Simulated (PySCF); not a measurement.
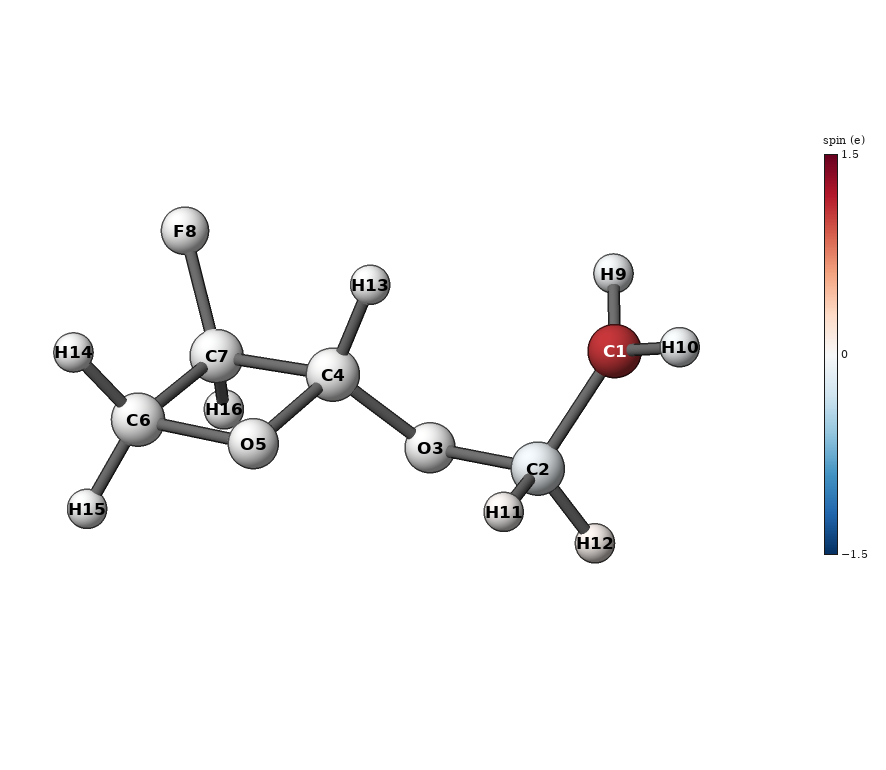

Atoms are coloured by their Mulliken spin populations. Charge 0, doublet. The computed structure is the end point of a GFN2-xTB optimisation. No frequency run is at hand to confirm it as a minimum. Method: UKS B3LYP, pcH-1 on C F H O, non-relativistic (PySCF 2.14.0).

Which atom carries the largest spin population?

C1 (1.07 e).

Which atom has the lowest spin population?

C2 (−0.08 e); a negative value comes from spin polarisation.

List the Mulliken spin populations.

```
atom  value (e)
  C1       1.07
  C2      −0.08
  O3       0.00
  C4       0.01
  O5       0.00
  C6       0.00
  C7       0.00
  F8       0.00
  H9      −0.04
 H10      −0.04
 H11       0.03
 H12       0.06
 H13       0.00
 H14       0.00
 H15       0.00
 H16       0.00
```

Mulliken values depend strongly on the basis set.
